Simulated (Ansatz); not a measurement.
## Geometry relaxation of SiH$_{5}$ClO (part 1 of 2)

The run: geometry relaxation of SiH$_{5}$ClO. Method and program: RKS revPBE/def2-SVP (Ansatz 0.2.0).

The input holds or restrains some coordinates. Forces given for the steps count only the free coordinates. It belongs to a series of runs on one base structure; here: pulled along the bonds that form and break, towards end B. Figures and captions count atoms from 1; the log counts them from 0 in places.

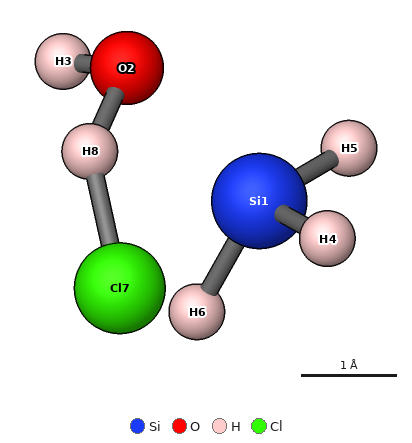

*The input geometry (ball-and-stick view, seen at a tilt; atoms are numbered from 1 in the order of the input).*

Bond lengths as drawn: Cl–H 1.54 Å, H–O 1.01 to 1.24 Å and H–Si 1.46 Å.

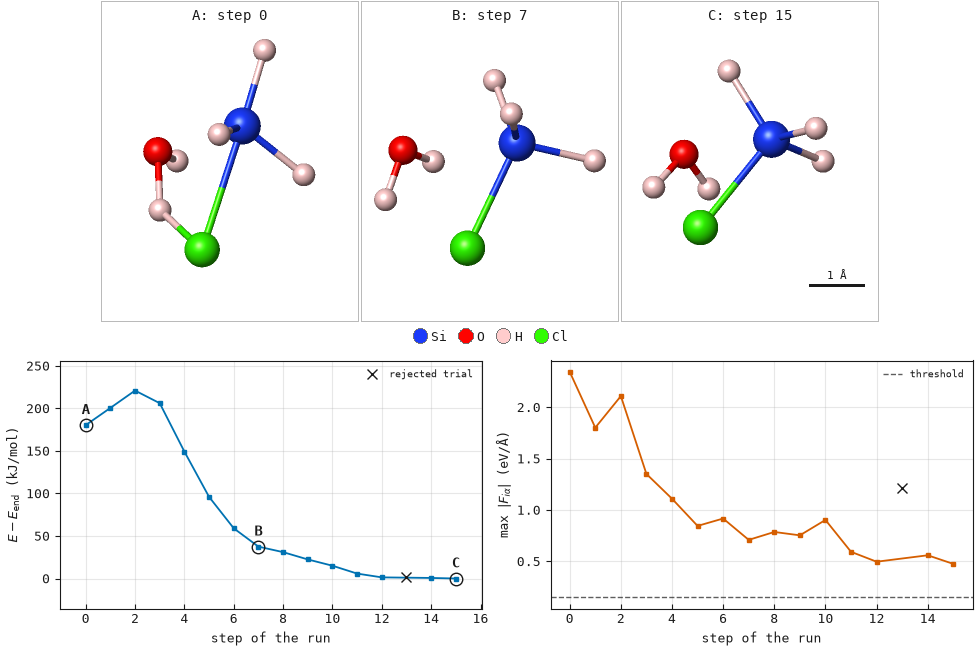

*Frames of the restrained relaxation (ball-and-stick view, seen at a tilt) above the curves, on which the letters mark them (the first geometry is step 0 here and step 1 in the log).*

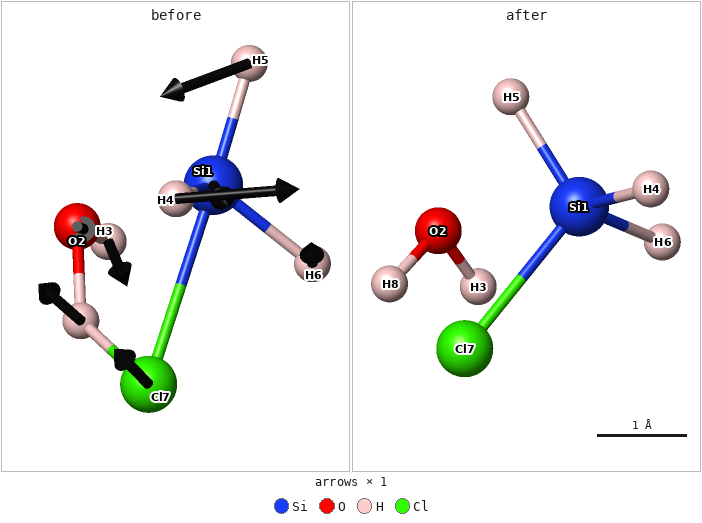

*Before (left) and after (right) the restrained relaxation, at one scale (ball-and-stick view, seen at a tilt). The black arrows give the displacements, at true length.*

The energy falls by 180.3 kJ/mol in 15 geometry steps. Largest force component: 2.3 eV/Å at the start, 0.48 eV/Å at the end. The line search rejected the trial step at point 13 (counted from 0) and went back. H4 moves most after the best rigid fit: 1.46 Å. Largest moves by element: H 1.46 Å, Cl 0.75 Å, O 0.64 Å, Si 0.60 Å. Distances before and after: Cl7–H8 1.545 → 2.570 Å, Si1–Cl7 2.430 → 2.126 Å, O2–H8 1.236 → 0.991 Å, Si1–H4 1.460 → 1.507 Å. Bonds break: Cl7–H8 (1.54 → 2.57 Å). Among the angles that change: H5–Si1–Cl7 176.6° → 110.9°, H6–Si1–Cl7 72.8° → 110.4°, H4–Si1–Cl7 67.2° → 103.9°. (Atoms are counted from 1 in the order of the input.)

These pictures come from the run below.

The input
```yaml
crystal:
  periodic: [false, false, false]
  atoms:
    - { symbol: Si, position_ang: [0.0, 0.0, 0.0] }
    - { symbol: O, position_ang: [0.0, 0.0, 2.03] }
    - { symbol: H, position_ang: [-0.9095, -0.2814, 2.3671] }
    - { symbol: H, position_ang: [1.3768, 0.0, -0.4862] }
    - { symbol: H, position_ang: [-0.6877, 1.1914, -0.4862] }
    - { symbol: H, position_ang: [-0.6877, -1.1914, -0.4862] }
    - { symbol: Cl, position_ang: [1.2683, -1.9259, 0.7662] }
    - { symbol: H, position_ang: [0.6739, -1.0233, 1.8701] }
basis:
  gaussian: { orbitals: def2-SVP }
hamiltonian:
  xc: revpbe
relax:
  f_tol: 0.15
  max_steps: 25
  restrain:
    - { distance: [0, 6], at: 2.13, k: 30.0 }
    - { distance: [7, 1], at: 1.01, k: 30.0 }
    - { distance: [0, 1], at: 2.88, k: 30.0 }
    - { distance: [7, 6], at: 2.57, k: 30.0 }
```

Launched with:
```bash
ansatz run input.yaml --threads 2 --pin off --max-ram 3072MiB --backend cpu --events-out ev --progress --plain --runs-dir out
```

Output
```
The last accepted step is kept in [file] (removed where the run ends without a failure and the disk answers)
Engine: ansatz 0.2.0, aarch64-unknown-linux-gnu
Functional definition: revPBE
  parameter kappa = 1.245
  parameter beta = 0.06672455060314922
  exchange = pbe_x(kappa = kappa, mu = beta*pi^2/3)
  correlation = pbe_c(beta = beta)
824 factors; their error is unknown
mean field evaluation 1: about -22511.4504 eV, gradient 4.4e1 eV
mean field evaluation 2: about -22496.0624 eV, gradient 9.8e1 eV
mean field evaluation 4: about -22515.1115 eV, gradient 3.9e0 eV
mean field evaluation 8: about -22515.1556 eV, gradient 5.4e-2 eV
mean field evaluation 16: about -22515.1043 eV, gradient 1.4e-5 eV
mean field -22515.10426900 eV, -827.4148205998 hartree, gradient 1.4e-5 eV, S^2 0.000000; 0 other end points of the search recorded, 0 dependent functions left out
the calculation of the forces begins
reference -22515.10430596 eV, -827.4148219581 hartree; 22, 22 occupied and 53, 53 virtual orbitals, 824 factors
relax step   1: F+E_penalty+E_count = -22515.10426900 eV  Δ(F+E_penalty+E_count) = +0.000e0 eV  max|allowed force component| = 2.346e0 eV/Å  E_restraint = 28.71469838 eV  max|allowed force component, restraints' pulls added| = 2.396e1 eV/Å  Δτ_max = 0.0000 Å  (25 SCF iters, accepted)
  distance Si 0 - Cl 6 = 2.4300 Å
  distance H 7 - O 1 = 1.2357 Å
  distance Si 0 - O 1 = 2.0300 Å
  distance H 7 - Cl 6 = 1.5449 Å
these checks for a lower state are left out or cut short: starts, cluster_reference, orbital_swaps, neighbouring_geometries, increment
824 factors; their error is unknown
mean field -22514.89449040 eV, -827.4071113785 hartree, gradient 1.9e-5 eV, S^2 0.000000; 0 other end points of the search recorded, 0 dependent functions left out
[... from here on the field's lines of each further geometry are left out, up to the last ...]
relax step   2: F+E_penalty+E_count = -22514.89449040 eV  Δ(F+E_penalty+E_count) = +2.098e-1 eV  max|allowed force component| = 1.802e0 eV/Å  E_restraint = 13.07383990 eV  max|allowed force component, restraints' pulls added| = 1.591e1 eV/Å  Δτ_max = 0.1948 Å  (31 SCF iters, accepted)
relax step   3: F+E_penalty+E_count = -22514.68305525 eV  Δ(F+E_penalty+E_count) = +2.114e-1 eV  max|allowed force component| = 2.109e0 eV/Å  E_restraint = 4.06089839 eV  max|allowed force component, restraints' pulls added| = 8.804e0 eV/Å  Δτ_max = 0.1947 Å  (33 SCF iters, accepted)
relax step   4: F+E_penalty+E_count = -22514.83678575 eV  Δ(F+E_penalty+E_count) = -1.537e-1 eV  max|allowed force component| = 1.351e0 eV/Å  E_restraint = 0.30751189 eV  max|allowed force component, restraints' pulls added| = 1.716e0 eV/Å  Δτ_max = 0.1944 Å  (33 SCF iters, accepted)
relax step   5: F+E_penalty+E_count = -22515.42677379 eV  Δ(F+E_penalty+E_count) = -5.900e-1 eV  max|allowed force component| = 1.110e0 eV/Å  E_restraint = 0.03651614 eV  max|allowed force component, restraints' pulls added| = 8.839e-1 eV/Å  Δτ_max = 0.1950 Å  (27 SCF iters, accepted)
relax step   6: F+E_penalty+E_count = -22515.97847375 eV  Δ(F+E_penalty+E_count) = -5.517e-1 eV  max|allowed force component| = 8.450e-1 eV/Å  E_restraint = 0.01079461 eV  max|allowed force component, restraints' pulls added| = 6.020e-1 eV/Å  Δτ_max = 0.1949 Å  (27 SCF iters, accepted)
relax step   7: F+E_penalty+E_count = -22516.36122822 eV  Δ(F+E_penalty+E_count) = -3.828e-1 eV  max|allowed force component| = 9.170e-1 eV/Å  E_restraint = 0.00556964 eV  max|allowed force component, restraints' pulls added| = 6.366e-1 eV/Å  Δτ_max = 0.1901 Å  (27 SCF iters, accepted)
relax step   8: F+E_penalty+E_count = -22516.58462296 eV  Δ(F+E_penalty+E_count) = -2.234e-1 eV  max|allowed force component| = 7.091e-1 eV/Å  E_restraint = 0.00855923 eV  max|allowed force component, restraints' pulls added| = 2.778e-1 eV/Å  Δτ_max = 0.2000 Å  (26 SCF iters, accepted)
relax step   9: F+E_penalty+E_count = -22516.65158465 eV  Δ(F+E_penalty+E_count) = -6.696e-2 eV  max|allowed force component| = 7.860e-1 eV/Å  E_restraint = 0.01318309 eV  max|allowed force component, restraints' pulls added| = 2.390e-1 eV/Å  Δτ_max = 0.1999 Å  (26 SCF iters, accepted)
relax step  10: F+E_penalty+E_count = -22516.74049344 eV  Δ(F+E_penalty+E_count) = -8.891e-2 eV  max|allowed force component| = 7.533e-1 eV/Å  E_restraint = 0.02061528 eV  max|allowed force component, restraints' pulls added| = 3.166e-1 eV/Å  Δτ_max = 0.1959 Å  (26 SCF iters, accepted)
relax step  11: F+E_penalty+E_count = -22516.81720757 eV  Δ(F+E_penalty+E_count) = -7.671e-2 eV  max|allowed force component| = 9.031e-1 eV/Å  E_restraint = 0.01231339 eV  max|allowed force component, restraints' pulls added| = 7.302e-1 eV/Å  Δτ_max = 0.1950 Å  (26 SCF iters, accepted)
relax step  12: F+E_penalty+E_count = -22516.91305716 eV  Δ(F+E_penalty+E_count) = -9.585e-2 eV  max|allowed force component| = 5.929e-1 eV/Å  E_restraint = 0.00612724 eV  max|allowed force component, restraints' pulls added| = 3.025e-1 eV/Å  Δτ_max = 0.1993 Å  (25 SCF iters, accepted)
relax step  13: F+E_penalty+E_count = -22516.95898832 eV  Δ(F+E_penalty+E_count) = -4.593e-2 eV  max|allowed force component| = 4.964e-1 eV/Å  E_restraint = 0.00605743 eV  max|allowed force component, restraints' pulls added| = 1.083e-1 eV/Å  Δτ_max = 0.1995 Å  (27 SCF iters, accepted)
relax step  14: F+E_penalty+E_count = -22516.94857778 eV  Δ(F+E_penalty+E_count) = +1.041e-2 eV  max|allowed force component| = 1.218e0 eV/Å  E_restraint = 0.00584122 eV  max|allowed force component, restraints' pulls added| = 1.004e0 eV/Å  Δτ_max = 0.1988 Å  (27 SCF iters, rejected (line search))
relax step  15: F+E_penalty+E_count = -22516.96611122 eV  Δ(F+E_penalty+E_count) = -7.123e-3 eV  max|allowed force component| = 5.591e-1 eV/Å  E_restraint = 0.00643094 eV  max|allowed force component, restraints' pulls added| = 3.029e-1 eV/Å  Δτ_max = 0.0967 Å  (27 SCF iters, accepted)
the calculation of the forces begins
reference -22516.97295610 eV, -827.4834935841 hartree; 22, 22 occupied and 53, 53 virtual orbitals, 824 factors
relax step  16: F+E_penalty+E_count = -22516.97291801 eV  Δ(F+E_penalty+E_count) = -6.807e-3 eV  max|allowed force component| = 4.752e-1 eV/Å  E_restraint = 0.00634581 eV  max|allowed force component, restraints' pulls added| = 4.893e-2 eV/Å  Δτ_max = 0.1000 Å  (26 SCF iters, accepted)
  distance Si 0 - Cl 6 = 2.1256 Å
  distance H 7 - O 1 = 0.9907 Å
  distance Si 0 - O 1 = 2.8854 Å
  distance H 7 - Cl 6 = 2.5698 Å
824 factors; their error is unknown
mean field evaluation 128: about -22512.4885 eV, gradient 5.0e1 eV
mean field -22516.97291801 eV, -827.4834921846 hartree, gradient 1.5e-5 eV, S^2 0.000000; 1 other end points of the search recorded, 0 dependent functions left out
the calculation of the forces begins
reference -22516.97295610 eV, -827.4834935841 hartree; 22, 22 occupied and 53, 53 virtual orbitals, 824 factors
Total energy: -22516.97295610 eV, -827.4834935841 hartree
Atom 0 at     0.417868    -0.258760    -0.378081 Å, force     0.137770    -0.091760    -0.076626 eV/Å
Atom 1 at    -0.585081    -0.088567     2.322012 Å, force     0.385097    -0.318596     0.291034 eV/Å
Atom 2 at    -1.261127    -0.786337     2.432669 Å, force     0.048932     0.035326    -0.024057 eV/Å
Atom 3 at     0.956266    -0.285570    -1.784990 Å, force    -0.007834    -0.001144     0.006985 eV/Å
Atom 4 at     0.511378     1.137896     0.144883 Å, force     0.007539    -0.006793    -0.011255 eV/Å
Atom 5 at    -0.970353    -0.820625    -0.408543 Å, force     0.003722     0.006892     0.005232 eV/Å
Atom 6 at     1.717601    -1.556623     0.691604 Å, force    -0.100014     0.096383    -0.058014 eV/Å
Atom 7 at     0.247548    -0.572014     2.555245 Å, force    -0.475214     0.279692    -0.133298 eV/Å
Dipole moment:    -0.234972    -0.135709     0.098670 e Å
```
